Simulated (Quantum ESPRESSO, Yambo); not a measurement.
# A GW chain in Yambo: BAs (F-43m), part 3 of 3

How does a plane-wave GW calculation on BAs (F-43m) run from the first input to the gap?

Quantum ESPRESSO 7.5 and Yambo 5.3.0; PBE and many-body steps on it, plane waves. Known limits of the many-body steps: not at the basis limit; no spin-orbit coupling; coarse k mesh.

So far. Step 3 (Bands along the symmetry lines): The gap is 1.207 eV, as in the run before at this level. Step 4 (Empty states on the mesh, 4×4×4 mesh, 144 bands): On this mesh the gap is 1.451 eV. The earlier step found 1.207 eV, so this mesh misses an edge.

### 6. Screening and self-energy, 4×4×4 mesh, 144 bands, screening to 231.3 eV

G0W0 replaces the xc potential by the self-energy, built once from these orbitals. Only a window of levels is corrected, while the sums run over the empty bands that the input names.

This step: G0W0 on PBE, plane waves, norm-conserving pseudopotentials.

Contents of gw1.in:

```
HF_and_locXC
gw0
dyson
ppa
em1d
rim_cut
RandQpts= 1000000
RandGvec= 1 RL
EXXRLvcs= 100 Ry
VXCRLvcs= 400 Ry
Chimod= "HARTREE"
% BndsRnXp
 1 | 144 |
%
NGsBlkXp= 17 Ry
% LongDrXp
 1 | 1 | 1 |
%
% GbndRnge
 1 | 144 |
%
DysSolver= "n"
ExtendOut
PPAPntXp= 27.21138 eV
% QPkrange
 1 | 1 | 12 | 15 |
 7 | 7 | 12 | 15 |
%
```

Command:

```
> OMP_NUM_THREADS=1 mpirun -n 4 yambo -F gw1.in -J gw1 -C gw1 > gw1.log
```

The log of the run:

```text
 Yambo, version 5.3.0

 [02] CORE Variables Setup
 =========================

  [... cell, symmetries and grids as in the set-up ...]

  [02.05] Energies & Occupations
  ==============================

  [X] === General ===
  [X] Electronic Temperature                        :  0.000000  0.000000 [eV K]
  [X] Bosonic    Temperature                        :  0.000000  0.000000 [eV K]
  [X] Finite Temperature mode                       : no
  [X] El. density                                   :  0.95404E+24 [cm-3]
  [X] Fermi Level                                   :  12.16515 [eV]

  [X] === Gaps and Widths ===
  [X] Conduction Band Min                           :  1.450685 [eV]
  [X] Valence Band Max                              :  0.000000 [eV]
  [X] Filled Bands                                  :  13
  [X] Empty Bands                                   :   14  144
  [X] Direct Gap                                    :  3.288876 [eV]
  [X] Direct Gap localized at k                     :  1
  [X] Indirect Gap                                  :  1.450685 [eV]
  [X] Indirect Gap between kpts                     :   1   7
  [X] Last valence band width                       :  5.185469 [eV]
  [X] 1st conduction band width                     :  3.822368 [eV]

 [03] Transferred momenta grid and indexing
 ==========================================

 IBZ Q-points                                      :   8
 BZ  Q-points                                      :   64

 K/Q-points units:
 rlu = crystal or reduced units; cc = cartesian coordinates; iku = interal k-units

 Q [1]          [rlu]:  0.000000  0.000000  0.000000
 Q [2]          [rlu]:  0.31652E-17  0.31652E-17  0.25000
 Q [3]          [rlu]: -0.63303E-17 -0.63303E-17 -0.50000
 Q [4]          [rlu]: -0.18488E-16  0.25000      0.25000
 Q [5]          [rlu]: -0.34720E-18  0.25000      0.50000
 Q [6]          [rlu]: -0.63303E-17  0.25000     -0.25000
 Q [7]          [rlu]:  0.36976E-16 -0.50000     -0.50000
 Q [8]          [rlu]:  0.250000 -0.500000 -0.250000

 [04] Coloumb potential Random Integration (RIM)
 ===============================================

  [04.01] RIM initialization
  ==========================

  * Diagonal components only detected *

  8 x (sBL volume)        :  0.168596 [a.u.]
  sBZ random points       :  1000000
  Points outside the sBZ  :   7996195
  RL volume               :  1.348768 [a.u.]
  Integrated volume       :  1.349410 [a.u.]

  [04.02] RIM integrals
  =====================

  Gamma point sphere radius             :  0.100207 [a.u.]
  Points outside the sphere             :   799659
  [Int_sBZ(q=0) 1/q^2]*(Vol_sBZ)^(-1/3) =:  7.764404
                                 should be <:  7.795600

  Summary of Coulomb integrals for non-metallic bands |Q|[au] RIM/Bare

  Q [1] 0.100000E-4 0.995998 * Q [2] 0.301388 1.064955
  Q [4] 0.348013 1.063169 * Q [6] 0.492165 1.026119
  Q [5] 0.577115 1.019126 * Q [3] 0.602777 1.017184
  Q [7] 0.696026 1.014132 * Q [8] 0.778181 1.011034

 [05] Dipoles
 ============

  [05.01] Setup: observables and procedures
  =========================================

 [06] Dynamic Dielectric Matrix (PPA)
 ====================================

 [WR./gw1//ndb.pp]---------------------------------------------------------------
  Brillouin Zone Q/K grids (IBZ/BZ)                :    8   64    8   64
  RL vectors                                       :   3839 [WF]
  Coulomb cutoff potential                         : none
  Electronic Temperature                           :  0.000000 [K]
  Bosonic    Temperature                           :  0.000000 [K]
  PPA    diel. fun.  energies                      : Perdew, Burke & Ernzerhof(X)+Perdew, Burke & Ernzerhof(C)
  wavefunctions                                    : Perdew, Burke & Ernzerhof(X)+Perdew, Burke & Ernzerhof(C)
  Global Gauge                                     : length
  X matrix size                                    :  259
  X band range                                     :    1  144
  X e/h energy range                               : -1.000000 -1.000000 [eV]
  X Time ordering                                  : R
  X Hxc Kernel                                     : HARTREE
  X Drude frequency                                :  0.000000  0.000000
  X poles                                          :  100.0000 [o/o]
  RL vectors in the sum                            :   3839
  [r,Vnl] included                                 : yes
  Field direction                                  :  0.577350E-5  0.577350E-5  0.577350E-5
  BZ energy Double Grid                            : no
  BZ energy DbGd points                            : 0
  BZ Q point size factor                           : -1.000000
  X Optical Averaged directions                    : none

 [07] Local Exchange-Correlation + Non-Local Fock
 ================================================

 [VXC] Plane waves :  24933
 [EXS] Plane waves :  3143

 QP @ state[ 1 ] K range:  1  1
 QP @ state[ 1 ] b range:  12  15
 QP @ state[ 2 ] K range:   7   7
 QP @ state[ 2 ] b range:  12  15

 [xc] Functional : Perdew, Burke & Ernzerhof(X)+Perdew, Burke & Ernzerhof(C)
 [xc] LIBXC used to calculate xc functional
  PP Number of Atomic Species                      :  2
  NLCC RL compoments                               :  24933
  PP Number of Atomic Species                      :  2
  NLCC RL compoments                               :  24933

 [xc] E_xc :  -25.06070 [Ha]
      E_xc :  -50.12139 [Ry]

  Local XC kind (lXC) : Perdew, Burke & Ernzerhof(X)+Perdew, Burke & Ernzerhof(C)
  Non-Local XC kind (nlXC) : Hartree-Fock

  Corrections @ K [1] :  [eV]
 <12|nlXC|12> = -15.63438 -0.89100E-17 <12|lXC|12> = -14.20356 -0.47226E-16
 <13|nlXC|13> = -15.63439 -0.58100E-17 <13|lXC|13> = -14.20356 -0.18882E-15
 <14|nlXC|14> = -8.291882  0.38065E-17 <14|lXC|14> = -13.05304 -0.18881E-15
 <15|nlXC|15> = -8.292053  0.16400E-17 <15|lXC|15> = -13.05304 -0.82011E-21

  Corrections @ K [7] :  [eV]
 <12|nlXC|12> = -16.18415  0.17432E-16 <12|lXC|12> = -13.09065 -0.70806E-16
 <13|nlXC|13> = -16.18409  0.12733E-16 <13|lXC|13> = -13.09065 -0.70790E-16
 <14|nlXC|14> = -6.915559 -0.24453E-17 <14|lXC|14> = -11.15101 -0.23596E-16
 <15|nlXC|15> = -7.013744  0.77169E-17 <15|lXC|15> = -11.35416 -0.81963E-16

 [08] Dyson equation: Newton solver
 ==================================

  [08.01] G0W0 (W PPA)
  ====================

  [  GW  ] Bands range     :    1  144
  [GW/PPA] G damping       :  0.100000 [eV]

  QP @ state[ 1 ] K range:  1  1
  QP @ state[ 1 ] b range:  12  15
  QP @ state[ 2 ] K range:   7   7
  QP @ state[ 2 ] b range:  12  15

   Sc/G bands                                       :    1  144
   Sc/G damping                                     :  0.100000 ev
   Sc bands terminator                              : no
   Sx RL components                                 :  3143

   QP @ state[ 1 ] K range                          :  1  1
   QP @ state[ 1 ] b range                          :  12  15
   QP @ state[ 2 ] K range                          :   7   7
   QP @ state[ 2 ] b range                          :  12  15
   GF energies kind                                 : Perdew, Burke & Ernzerhof(X)+Perdew, Burke & Ernzerhof(C)
   GF WF`s kind                                     : Perdew, Burke & Ernzerhof(X)+Perdew, Burke & Ernzerhof(C)
   Xs energies kind                                 : Perdew, Burke & Ernzerhof(X)+Perdew, Burke & Ernzerhof(C)
   Xs WF`s kind                                     : Perdew, Burke & Ernzerhof(X)+Perdew, Burke & Ernzerhof(C)

 [11] Game Over & Game summary
```

It took 1.8 min on 4 MPI ranks of Arm Neoverse V1, shared host; peak memory 1.4 GiB; 7.1 min of CPU time.

Numbers from this step:

| Item | Value |
| --- | --- |
| G0W0 gap on the points computed | 1.988 eV |
| starting gap on the mesh | 1.451 eV |
| k of the valence top | 0, 0, 0 |
| k of the conduction bottom | 0, -0.5, -0.5 |
| least direct G0W0 gap on the computed points | 4.134 eV |
| Z at the valence top | 0.8054 |
| Z at the conduction bottom | 0.8156 |

The gap on the mesh goes from 1.45 eV to 1.99 eV, a correction of +0.54 eV. The start differs from the 1.21 eV found before because the two sample other k points.

Limits: finite bands, cutoff and mesh; no spin-orbit coupling; coarse k mesh. v1 is the top filled band, c1 the lowest empty one. The levels before and after the correction (eV, zero at the valence-band top of each column):

|  | conduction bottom | valence top |
| --- | --- | --- |
| Kohn-Sham | 1.45 | 0.00 |
| G0W0 | 1.99 | 0.00 |

|  | level | energy (eV) |
| --- | --- | --- |
| Kohn-Sham | Γ v2-v1 | 0.000 |
| Kohn-Sham | Γ c1-c2 | 3.289 |
| Kohn-Sham | (0 -0.5 -0.5) v2-v1 | -4.074 |
| Kohn-Sham | (0 -0.5 -0.5) c1 | 1.451 |
| Kohn-Sham | (0 -0.5 -0.5) c2 | 1.459 |
| G0W0 | Γ v2-v1 | 0.000 |
| G0W0 | Γ c1-c2 | 4.134 |
| G0W0 | (0 -0.5 -0.5) v2-v1 | -4.298 |
| G0W0 | (0 -0.5 -0.5) c1 | 1.988 |
| G0W0 | (0 -0.5 -0.5) c2 | 2.076 |

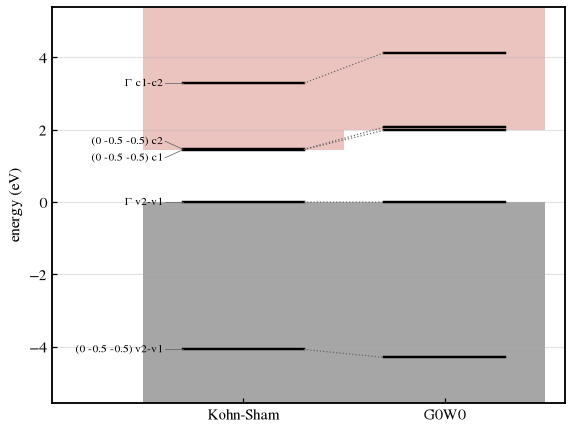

Levels before and after the correction. Shaded: valence and conduction bands.

### 7. Where the time went

Times are wall times on the hardware named with each run, good to a factor of about two.

| step | time | share | memory (GiB) |
| --- | --- | --- | --- |
| ground state | 11 s | 8 % | 0.25 |
| bands along the symmetry lines | 4.1 s | 3 % | 0.22 |
| empty states on the mesh | 8.8 s | 7 % | 0.35 |
| conversion and set-up | 2.5 s | 2 % | 0.24 |
| screening and self-energy | 1.8 min | 81 % | 1.4 |

### 8. Summary of results

```
PBE gap                              : 1.21 eV, indirect
G0W0 gap on the mesh                 : 1.99 eV
G0W0 gap over the zone (rigid shift) : 1.74 eV
GW settings                          : 4×4×4 mesh, 144 bands, screening to 231.3 eV, Godby-Needs plasmon pole
known limits                         : not at the basis limit; no spin-orbit coupling; coarse k mesh
```

What this shows: G0W0 moves the gap on the mesh from 1.45 eV to 1.99 eV (+0.54 eV), with Z of 0.81 and 0.82 at the edges. The mesh misses the band edges by 0.24 eV in all; a rigid shift gives 1.74 eV for the zone. Only 2 of the mesh's irreducible points were corrected, so a valley elsewhere could overtake. The dearest step here is «screening and self-energy». Against experiment, by G0W0@PBE: the gap of 1.74 eV lies −0.08 eV from the measured 1.82 eV (indirect, 300 K, 2019); the direct gap of 4.13 eV lies +0.01 eV from the measured 4.12 eV (direct, 300 K, 2019); the gap of 1.74 eV lies −0.28 eV from the measured 2.02 eV (indirect, 300 K, 2019). An exciton line or allowed optical edge lies below the quasiparticle gap by the binding energy; a forbidden edge can push the onset above it. The calculation has static nuclei and no excitons; a measured gap holds zero-point and thermal motion, which mostly lowers it. Bands and cutoff are finite, so the gap is not at the basis limit. The miss can reach some tenths of an eV and take either sign; the mesh is an error of its own. In the G0W0 run levels were corrected at 2 k points alone, so a gap called «on the mesh» is the least over those, and an edge elsewhere would be missed. A denser mesh or path gives a starting gap of 1.21 eV: the GW mesh misses a band edge, so its gaps are not the fundamental one. The 4×4×4 mesh is coarse for this cell, which bears on the long-range parts of exchange and screening. The many-body steps are scalar-relativistic: spin-orbit coupling is not in them.

[Paths, hosts, dates, memory and timing lines, banners, echoed tables and standing remarks are left out of the program output.]

[Logs are printed without paths, hosts, clocks, repeated set-up lines and the standing remarks that a program may print on its own settings, such as how far it seeks lower states.]

[Runs of the session that timed out or met a known fault of the program may be left out.]

[Hosts, paths, dates, database ids (printed as entryN), source tags and the programs' standing remarks are cut or masked in the printed files.]
